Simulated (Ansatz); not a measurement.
# GeN2H4F2 (SMILES [NH2][Ge]([NH2])([F])[F]): CCSD/6-31G(d) (spherical functions)

Aim: the energy change on altering one bond length of GeN2H4F2 at CCSD/6-31G* (spherical functions), from 2 runs. 

The calculation is run with Ansatz 0.2.0.

47 further runs of the same task are left out: 47 set aside as unsound or not needed. Runs told in other sessions of the task aren't counted.

### 1 Starting point

GeN2H4F2: 9 atoms, total charge 0, spin state singlet. SMILES: `[NH2][Ge]([NH2])([F])[F]`. Geometry: relaxed at PBE0-D4/def2-TZVP. This is one conformer, not always the lowest.

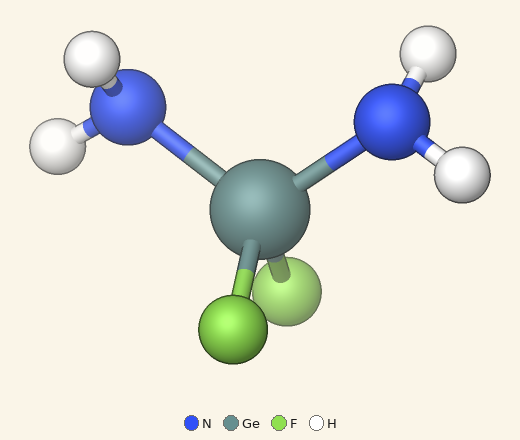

Viewed from a chosen angle; nitrogen blue, germanium teal, fluorine green, hydrogen white.

### 2 A single-point energy at CCSD/6-31G(d) (spherical functions)

Input file input.yaml:

```yaml
crystal:
  periodic: [false, false, false]
  atoms:
    - {symbol: "N", position_ang: [-0.357200, 1.470600, -0.432900]}
    - {symbol: Ge, position_ang: [0.131100, -0.254300, -0.371100]}
    - {symbol: "N", position_ang: [0.088800, -0.889600, 1.305800]}
    - {symbol: F, position_ang: [-0.830100, -1.356500, -1.291000]}
    - {symbol: F, position_ang: [1.658800, -0.315400, -1.175700]}
    - {symbol: H, position_ang: [-1.289100, 1.676100, -0.105200]}
    - {symbol: H, position_ang: [-0.173100, 1.942600, -1.305600]}
    - {symbol: H, position_ang: [0.163500, -1.892200, 1.392000]}
    - {symbol: H, position_ang: [0.695700, -0.427900, 1.966600]}
basis:
  gaussian: {orbitals: 6-31G_st_-spherical.json}
correlation: {method: ccsd, frozen_orbitals: {F: 1, Ge: 9, H: 0, "N": 1}}
accuracy: high
scf: {omitted_lower_state_checks: [cluster_reference, increment]}
```

The basis set 6-31G* is read from a file made from the Basis Set Exchange's data (not shown).

Run with:

```console
$ ansatz run input.yaml --threads 1 --pin off --max-ram 2610MiB --events-out events.jsonl --progress --plain --runs-dir runs
```

The log of the run:

```text
Warning: RAYON_NUM_THREADS=1 ignored (pool sized by the plan → 1); use --threads N
Functional definition: HF
  name "HF"
  exchange = exact_x
  correlation = 0
these checks for a lower state are left out or cut short: cluster_reference, increment
2159 factors; integrals over basis functions are off by at most 4.3e-9 eV
mean field evaluation 1: about -64902.7771 eV, gradient 4.7e1 eV
mean field evaluation 2: about -64902.8428 eV, gradient 4.7e1 eV
mean field evaluation 4: about -64906.9103 eV, gradient 3.1e0 eV
mean field evaluation 8: about -64906.9378 eV, gradient 2.1e-4 eV
mean field -64906.93778041 eV, -2385.2859679276 hartree, gradient 2.5e-8 eV, S^2 0.000000; 0 other end points of the search recorded, 0 dependent functions left out
13 core orbitals not correlated: weight in the atoms' cores, before any rotation towards them, 1.000 or more for the frozen orbitals, at most 0.000 for the correlated occupied ones
reference -64906.93778041 eV, -2385.2859679276 hartree; 21, 21 occupied and 62, 62 virtual orbitals, 2159 factors
second order -25.09447860 eV of doubles, -0.00000000 eV of singles
cycle   1  -24.62524290 eV  change    4.7e-1 eV  update   1.1e-1
cycle   2  -25.19632741 eV  change   -5.7e-1 eV  update   3.2e-2
cycle   3  -25.33238387 eV  change   -1.4e-1 eV  update   1.6e-2
cycle   4  -25.32601117 eV  change    6.4e-3 eV  update   3.2e-3
cycle   5  -25.32378559 eV  change    2.2e-3 eV  update   1.2e-3
cycle   6  -25.32401658 eV  change   -2.3e-4 eV  update   3.6e-4
cycle   7  -25.32382531 eV  change    1.9e-4 eV  update   1.1e-4
cycle   8  -25.32377470 eV  change    5.1e-5 eV  update   3.9e-5
cycle   9  -25.32377369 eV  change    1.0e-6 eV  update   1.5e-5
cycle  10  -25.32377607 eV  change   -2.4e-6 eV  update   4.9e-6
cycle  11  -25.32377336 eV  change    2.7e-6 eV  update   2.0e-6
cycle  12  -25.32377458 eV  change   -1.2e-6 eV  update   8.2e-7
cycle  13  -25.32377500 eV  change   -4.3e-7 eV  update   2.9e-7
cycle  14  -25.32377554 eV  change   -5.3e-7 eV  update   1.1e-7
cycle  15  -25.32377562 eV  change   -7.9e-8 eV  update   4.5e-8
cycle  16  -25.32377562 eV  change   -4.7e-9 eV  update   2.5e-8
cycle  17  -25.32377550 eV  change    1.3e-7 eV  update   1.2e-7
cycle  18  -25.32377545 eV  change    4.3e-8 eV  update   2.8e-8
cycle  19  -25.32377543 eV  change    2.2e-8 eV  update   8.7e-9
cycle  20  -25.32377543 eV  change    2.5e-9 eV  update   3.1e-9
Total energy: -64932.26155584 eV, -2386.2165995096 hartree
Checks for a lower state left out: cluster_reference, increment
```

It took 39 s on 1 thread of Arm Neoverse V1, shared host; peak memory 0.65 GiB.

### 3 The distorted shape, same level

Input file input.yaml:

```yaml
crystal:
  periodic: [false, false, false]
  atoms:
    - {symbol: "N", position_ang: [0.108768, 1.367846, -0.596756]}
    - {symbol: Ge, position_ang: [0.597068, -0.357054, -0.534956]}
    - {symbol: N, position_ang: [0.554768, -0.992354, 1.141944]}
    - {symbol: F, position_ang: [-0.364132, -1.459254, -1.454856]}
    - {symbol: F, position_ang: [2.124768, -0.418154, -1.339556]}
    - {symbol: H, position_ang: [-1.289100, 1.676100, -0.105200]}
    - {symbol: H, position_ang: [0.292868, 1.839846, -1.469456]}
    - {symbol: H, position_ang: [0.629468, -1.994954, 1.228144]}
    - {symbol: H, position_ang: [1.161668, -0.530654, 1.802744]}
basis:
  gaussian:
    orbitals: 6-31G_st_-spherical.json
correlation:
  method: ccsd
  frozen_orbitals: {F: 1, Ge: 9, H: 0, "N": 1}
accuracy: high
scf:
  omitted_lower_state_checks: [cluster_reference, increment]
```

The basis set 6-31G* is read from a file made from the Basis Set Exchange's data (not shown).

Run with:

```console
$ ansatz run input.yaml --threads 1 --pin off --max-ram 2610MiB --events-out events.jsonl --progress --plain --runs-dir runs
```

The log of the run:

```text
Warning: RAYON_NUM_THREADS=1 ignored (pool sized by the plan → 1); use --threads N
[... 4 set-up lines as earlier in the session ...]
these checks for a lower state are left out or cut short: cluster_reference, increment
2160 factors; integrals over basis functions are off by at most 4.3e-9 eV
mean field evaluation 1: about -64899.7603 eV, gradient 4.7e1 eV
mean field evaluation 2: about -64899.8282 eV, gradient 4.7e1 eV
mean field evaluation 4: about -64904.2047 eV, gradient 3.2e0 eV
mean field evaluation 8: about -64904.2484 eV, gradient 1.1e-1 eV
mean field -64904.24850596 eV, -2385.1871389143 hartree, gradient 2.6e-8 eV, S^2 0.000000; 0 other end points of the search recorded, 0 dependent functions left out; unrestricted orbitals would lower it
13 core orbitals not correlated: weight in the atoms' cores, before any rotation towards them, 1.000 or more for the frozen orbitals, at most 0.000 for the correlated occupied ones
reference -64904.24850596 eV, -2385.1871389143 hartree; 21, 21 occupied and 62, 62 virtual orbitals, 2160 factors
second order -25.46892368 eV of doubles, -0.00000000 eV of singles
cycle   1  -24.96383848 eV  change    5.1e-1 eV  update   1.2e-1
cycle   2  -25.61275894 eV  change   -6.5e-1 eV  update   3.8e-2
cycle   3  -25.78925468 eV  change   -1.8e-1 eV  update   1.9e-2
cycle   4  -25.78302133 eV  change    6.2e-3 eV  update   4.5e-3
cycle   5  -25.78086844 eV  change    2.2e-3 eV  update   1.9e-3
cycle   6  -25.78185799 eV  change   -9.9e-4 eV  update   7.9e-4
cycle   7  -25.78197945 eV  change   -1.2e-4 eV  update   4.3e-4
cycle   8  -25.78182480 eV  change    1.5e-4 eV  update   2.4e-4
cycle   9  -25.78187389 eV  change   -4.9e-5 eV  update   1.2e-4
cycle  10  -25.78192322 eV  change   -4.9e-5 eV  update   4.5e-5
cycle  11  -25.78187877 eV  change    4.4e-5 eV  update   1.8e-5
cycle  12  -25.78189392 eV  change   -1.5e-5 eV  update   7.1e-6
cycle  13  -25.78189371 eV  change    2.1e-7 eV  update   2.7e-6
cycle  14  -25.78189664 eV  change   -2.9e-6 eV  update   1.1e-6
cycle  15  -25.78189790 eV  change   -1.3e-6 eV  update   4.4e-7
cycle  16  -25.78189815 eV  change   -2.5e-7 eV  update   1.7e-7
cycle  17  -25.78189820 eV  change   -4.5e-8 eV  update   8.0e-8
cycle  18  -25.78189823 eV  change   -3.3e-8 eV  update   4.2e-8
cycle  19  -25.78189726 eV  change    9.7e-7 eV  update   1.6e-7
cycle  20  -25.78189723 eV  change    2.3e-8 eV  update   4.2e-8
cycle  21  -25.78189720 eV  change    3.7e-8 eV  update   1.7e-8
cycle  22  -25.78189719 eV  change    4.0e-9 eV  update   7.0e-9
cycle  23  -25.78189719 eV  change   -2.4e-9 eV  update   3.0e-9
Total energy: -64930.03040315 eV, -2386.1346061606 hartree
Checks for a lower state left out: cluster_reference, increment
```

Wall time 45 s (1 thread of Arm Neoverse V1, shared host); peak memory 0.65 GiB.

### 4 Summary of results

Level: CCSD/6-31G* (spherical functions), 13 core orbitals frozen.

```
                                                         quantity           value
                                        first shape: total energy  -2386.21660 Eh
        first shape: correlation energy (13 core orbitals frozen)      -930.6 mEh
                                       first shape: T1 diagnostic           0.012
                                    distorted shape: total energy  -2386.13461 Eh
    distorted shape: correlation energy (13 core orbitals frozen)      -947.5 mEh
                                   distorted shape: T1 diagnostic           0.012
energy change with the N1–H6 bond stretched from 1.009 to 1.514 Å        2.231 eV
```

One bond (distorted shape) is far stretched, which a spin-restricted single reference describes badly; a broken-symmetry solution may lie lower. With the N1–H6 bond stretched from 1.009 to 1.514 Å the energy rises by 2.23 eV (215 kJ/mol). The first shape isn't relaxed at this level, so the change isn't measured from a minimum. A restricted reference can't describe the breaking bond well at this length. The restricted solution (distorted shape) is unstable to spin breaking: an unrestricted one lies lower.
